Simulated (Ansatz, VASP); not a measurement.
# Ba2TeSe in two plane-wave programs

Wanted: the spread between two codes on one cell, functional and k mesh. The cell is invented: As first built, before any earlier steps moved the atoms: it takes the TePb2Se structure with some of its atoms replaced by other elements, volume scaled by an estimate. It may not be a known or stable phase. The cell comes out of the VASP series on this material, whose earlier steps may have relaxed, scaled or displaced it; both programs get it as it stands.

Main program and level: Ansatz 0.2.0; plane waves, with VASP 6.6.1 beside it; relaxation of cell and atoms at RPBE.

### Step 1. Set-up

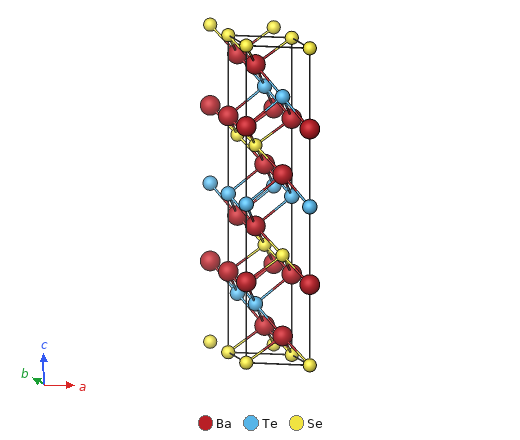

The starting structure, seen slightly off an axis (barium red, tellurium blue, selenium yellow). 1×2×1 cells are drawn. This picture shows the conventional cell, with its axes. Bonds to atoms that aren't drawn are left out. Some periodic images of atoms are drawn too.

### Step 2. Ansatz: relaxation of cell and atoms, RPBE

Ansatz runs on its default PAW (the set named soft_2) files.

The relaxed volume is the usual yardstick between codes: its relative difference is about their pressure difference at one cell divided by the bulk modulus.

input.yaml reads:

```yaml
crystal:
  lattice:
    - [2.4666814261, 1.4241387789, 8.0739036633]
    - [-2.4666814261, 1.4241387789, 8.0739036633]
    - [0.0, -2.8482775577, 8.0739036633]
  atoms:
    - { symbol: Ba, position: [0.7453289299, 0.7453289299, 0.7453289299] }
    - { symbol: Ba, position: [0.2546710701, 0.2546710701, 0.2546710701] }
    - { symbol: Te, position: [0.5, 0.5, 0.5] }
    - { symbol: Se, position: [0.0, 0.0, 0.0] }
hamiltonian:
  xc: rpbe
  pseudopotentials: { kind: paw }
kpoints:
  mp_grid: { grid: [5, 5, 5] }
scf:
  occupations: { method: gaussian, width: 0.05 }
relax:
  f_tol: 0.01
  max_steps: 60
  cell: { stress_tol: 0.05 }
output:
  forces: true
  stress: true
  write_density: true
  write_potential: true
  elf: true
  volumetric_format: npy
```

Started as:

```bash
$ ansatz run input.yaml --threads 4 --pin off --max-ram 9216MiB --backend cpu --events-out ev --progress --plain --runs-dir out
```

Numbers of over 12 decimals in the logs are rounded to 6 here.

The program printed:

```text
basis.fft_grid_basis auto: the FFT boxes are laid along the combinations [[1, -1, 0], [0, 1, 0], [0, -1, 1]] of the cell's own vectors, 4.933, 8.562 and 4.933 Å long. The dense box has 36×60×36 points. Along the cell's own vectors, as sized, it would have 60×60×60, 2.78 times as many. Of the 12 symmetry operations that the crystal satisfies within crystal.symmetry.tolerance (time reversal apart; of a slab, those that [...]
Engine: ansatz 0.2.0, aarch64-unknown-linux-gnu
Pseudopotentials: kind: paw
Pseudopotential: Ba, paw, valence charge 10, recommended cutoff 420 eV (normal), Ba.paw.azcp
Pseudopotential: Te, paw, valence charge 16, recommended cutoff 420 eV (normal), Te.paw.azcp
Pseudopotential: Se, paw, valence charge 16, recommended cutoff 420 eV (normal), Se.paw.azcp
Functional definition: RPBE
  parameter kappa = 0.804
  parameter beta = 0.066725
  exchange = rpbe_x(kappa = kappa, mu = beta*pi^2/3)
  correlation = pbe_c(beta = beta)
Crystal: 4 atoms, lattice volume = 170.177 Å³
Basis set: ecut = 420 eV, 3345 PW (Γ), FFT grids on a1−a2, a2, −a2+a3, exchange–correlation on 72×120×72 points (8 copies of the dense FFT grid, shifted against one another)
Bands: 32, of which v1, the nominal top of the filled ones, is band 26 counted from 1 (25 counted from 0)
Symmetry: 12 space group operations
Space group: R-3m (ITA 166), of the structure as read, at distance tolerance 5.5e-5 Å
k-points: 19 of 125
Non-local potential: Ba, projectors of the file, l = 0: 3, l = 1: 2, l = 2: 2, l = 3: 2
Non-local potential: Te, projectors of the file, l = 0: 2, l = 1: 2, l = 2: 2, l = 3: 2
Non-local potential: Se, projectors of the file, l = 0: 2, l = 1: 2, l = 2: 3, l = 3: 1
PAW form: soft (Blöchl's): semilocal exchange-correlation on the pseudo side does not see the compensation charge
PAW frozen core: Ba, regenerated for the run's functional, and the local potential with it (the file was generated under x = pbe(κ = 0.804, μ = 0.219515), c = pbe(β = 0.066725))
PAW frozen core: Te, regenerated for the run's functional, and the local potential with it (the file was generated under x = pbe(κ = 0.804, μ = 0.219515), c = pbe(β = 0.066725))
PAW frozen core: Se, regenerated for the run's functional, and the local potential with it (the file was generated under x = pbe(κ = 0.804, μ = 0.219515), c = pbe(β = 0.066725))
PAW one-centre angular grid: Ba, 194 points (default); XC on 64 Gauss nodes
PAW one-centre angular grid: Te, 590 points (default); XC on 64 Gauss nodes
PAW one-centre angular grid: Se, 590 points (default); XC on 64 Gauss nodes
Initial density: superposition of atomic densities (neutral atoms: chi_scale 0, normalization atom), corrected by the library's trained network
Initial wavefunctions: pseudopotential atomic-orbital guess
Functional: x = rpbe, c = pbe(β = 0.066725)
SCF iter   1: F=—  HF=-24390.109114 eV  |F-HF|=—  |Δ(HF+E_count)|=         —  Δρ=1.31e-3  dr2=3.07e-3  ethr=1.77e-3  ⟨swp⟩=10.2  Hψ=3211  notcnv=0
preconditioner: auto → Resta (q_TF=auto, 2.239 Å⁻¹)  ε∞=2.8  [insulator: Δε(μ)=2.023 eV  Ē_g=11.138 eV  σ=0.050 eV  W_gap=1.00  n_scr=28 (ndim 8)  ℏωp=15.1 eV  f_vac=0.026  D(μ)=0.00/eV (n_scr^D=0)  ε∞_Penn≈2.8]
SCF iter   2: F=—  HF=-24390.109783 eV  |F-HF|=—  |Δ(HF+E_count)|=   6.69e-4  Δρ=8.17e-4  dr2=1.01e-3  ethr=5.89e-6  ⟨swp⟩=2.4  Hψ=1280  notcnv=0  defer=6
SCF iter   3: F=—  HF=-24390.110474 eV  |F-HF|=—  |Δ(HF+E_count)|=   6.91e-4  Δρ=2.81e-4  dr2=2.49e-4  ethr=1.94e-6  ⟨swp⟩=2.7  Hψ=1106  notcnv=0  defer=6
SCF iter   4: F=—  HF=-24390.110579 eV  |F-HF|=—  |Δ(HF+E_count)|=   1.05e-4  Δρ=7.95e-5  dr2=1.86e-5  ethr=4.79e-7  ⟨swp⟩=2.0  Hψ=1071  notcnv=0  defer=6
SCF iter   5: F=—  HF=-24390.110604 eV  |F-HF|=—  |Δ(HF+E_count)|=   2.48e-5  Δρ=3.89e-5  dr2=3.60e-6  ethr=3.58e-8  ⟨swp⟩=2.0  Hψ=1071  notcnv=0  defer=6
SCF iter   6: F=—  HF=-24390.110614 eV  |F-HF|=—  |Δ(HF+E_count)|=   1.03e-5  Δρ=1.14e-5  dr2=3.21e-7  ethr=6.92e-9  ⟨swp⟩=2.0  Hψ=1071  notcnv=0  defer=6
SCF iter   7: F=-24390.110615 eV  HF=-24390.110615 eV  |F-HF|=4.58e-8  |Δ(HF+E_count)|=   1.20e-6  Δρ=2.79e-6  dr2=1.72e-8  ethr=1.92e-10  ⟨swp⟩=10.6  Hψ=4719  notcnv=0
SCF 1 converged in 7 iterations: F = -24390.110615 eV  dr2 = 1.72e-8
  greatest PAW one-centre occupation: 1.000 electrons in one spin orbital (limit 2), on the Se atom at site 3 (counted from 0), in its partial waves of l = 2
relax step   1: F+E_penalty+E_count = -24390.11061534 eV  Δ(F+E_penalty+E_count) = +0.000e0 eV  max|allowed force component| = 1.027e-2 eV/Å  Δτ_max = 0.0000 Å  P = -0.296 GPa  Ω = 170.177 Å³  (7 SCF iters, dr2 threshold 1.00e-7 eV, accepted)
[...]
relax step   2: F+E_penalty+E_count = -24390.11236442 eV  Δ(F+E_penalty+E_count) = -1.749e-3 eV  max|allowed force component| = 1.330e-2 eV/Å  Δτ_max = 0.0030 Å  P = -0.013 GPa  Ω = 168.454 Å³  energy of the carried Pulay correction = +5.427e-5 eV  (6 SCF iters, dr2 threshold 2.40e-7 eV, accepted)
[...]
relax step   3: F+E_penalty+E_count = -24390.11235592 eV  Δ(F+E_penalty+E_count) = +8.501e-6 eV  max|allowed force component| = 1.682e-2 eV/Å  Δτ_max = 0.0049 Å  P = +0.010 GPa  Ω = 168.286 Å³  energy of the carried Pulay correction = +5.959e-5 eV  (6 SCF iters, dr2 threshold 1.11e-8 eV, rejected (line search))
[...]
relax step   4: F+E_penalty+E_count = -24390.11240130 eV  Δ(F+E_penalty+E_count) = -3.688e-5 eV  max|allowed force component| = 3.782e-5 eV/Å  Δτ_max = 0.0022 Å  P = +0.000 GPa  Ω = 168.359 Å³  energy of the carried Pulay correction = +5.726e-5 eV  (8 SCF iters, accepted)
[...]
relax step   5: F+E_penalty+E_count = -24390.11233951 eV  Δ(F+E_penalty+E_count) = +6.179e-5 eV  max|allowed force component| = 4.256e-5 eV/Å  Δτ_max = 0.0000 Å  P = +0.000 GPa  Ω = 168.359 Å³  stress off target by 1.38e-3 GPa  SCF on the basis re-selected at this cell (its energy is not comparable with the rows above)  (5 SCF iters)
basis re-selected at this cell: Δ(F+E_penalty+E_count) = +6.179e-5 eV, ΔP = +0.000 GPa vs the last step (what re-selecting the basis moved, of the pressure what is left beyond the Pulay correction that the steps carried, after the strain that the cell walked since its last selection, with what the two solves' SCF thresholds leave and, on support functions, any second-order correction that the steps lacked; it is no m [...]
SCF converged after 5 iterations
Free energy (F): -24390.112340 eV
Harris-Foulkes:  -24390.112340 eV  (|F-HF|=7.28e-12)
Internal energy: -24390.112340 eV  (E = F + TS)
E sigma→0 (E₀):  -24390.112340 eV
Fermi energy:    6.971874 eV
--- Per-component energies (eV) ---
  E_band       = -798.338995
  E_kinetic    = 635.466860
  E_local      = -5081.127192  (includes V_loc(G=0)·N_el)
  E_nonlocal   = -796.389843
  E_hartree    = 2573.985818
  E_xc         = -567.266417
  E_vxc        = -474.940586  (∫ρ·V_xc dr)
  E_paw        = -17058.134336  (= ΣΔE_a)
  E_vpaw       = -229.319176  (= ΣTr[D̂ρ^β])
  E_aug_tail   = -0.000721  (compensation charges beyond the density's cutoff)
  E_ewald      = -4096.233031
  E_core_change = -0.413478  (= ΣΔE_core)
  E_smearing   = -0.000000  (= −TS)
  E_closure    = -0.000000  (closes the sum)
  Σ components = -24390.112340   (vs F -24390.112340, Δ=0.00e0)
--- Forces (eV/Å), atoms counted from 1 ---
  atom   1  Ba    -0.00000000    -0.00000000    -0.00004256
  atom   2  Ba     0.00000000     0.00000000     0.00004256
  atom   3  Te     0.00000000     0.00000000     0.00000000
  atom   4  Se     0.00000000     0.00000000    -0.00000000
  max |Σ_I F_I| component: 1.89e-28 eV/Å
--- Stress (GPa, compression-positive) ---
       -0.000394       0.000000      -0.000000
        0.000000      -0.000394       0.000000
       -0.000000       0.000000       0.001383
  P = ⅓ Tr σ = 0.0002 GPa (0.002 kbar)
--- Band table (eV; the first three rows and the last of 19) ---
  k-point 0: bands = [... 22 lower, 4.8678, 5.8513, 5.9703, 5.9703, 8.7854, 9.2520, 9.2586, 9.2586, ... 2 higher]
  k-point 1: bands = [... 22 lower, 4.9291, 5.2028, 5.5963, 5.7630, 8.9806, 9.4312, 9.8858, 9.8870, ... 2 higher]
  k-point 2: bands = [... 22 lower, 5.0102, 5.0390, 5.2094, 5.5097, 8.8030, 9.2116, 10.5587, 10.8206, ... 2 higher]
  k-point 18: bands = [... 22 lower, 4.9699, 5.4158, 5.5333, 5.6936, 8.5784, 9.5525, 9.8277, 9.9465, ... 2 higher]
--- Relaxed structure (4 steps of the walk, 3 accepted, 1 SCFs on fresh bases) ---
  F+E_penalty+E_count = -24390.11233951 eV   max|allowed force component| = 4.256e-5 eV/Å   (the final SCF, on the basis selected at the relaxed cell)
  cell:  # Å, volume = 168.3592 Å³
    - [2.456581, 1.418308, 8.053491]
    - [-2.456581, 1.418308, 8.053491]
    - [0, -2.836615, 8.053491]
  atoms:
    - { symbol: Ba, position: [0.745365, 0.745365, 0.745365] }
    - { symbol: Ba, position: [0.254635, 0.254635, 0.254635] }
    - { symbol: Te, position: [0.500000, 0.500000, 0.500000] }
    - { symbol: Se, position: [0, 0, 0] }
```

Run time: 7.2 s. Hardware: 4 threads of Arm Neoverse V2, shared host; peak memory 0.59 GiB; 27 s of CPU time.

(Part 1 of 2 ends here.)

[Lines on the potential files, build, host, timing and source positions are cut from VASP's logs without a mark.]

[Logs are printed without paths, hosts, clocks, repeated set-up lines and the standing remarks that a program may print on its own settings, such as how far it seeks lower states.]

[Hosts, paths, dates, database ids (printed as entryN), source tags and the programs' standing remarks are cut or masked in the printed files.]
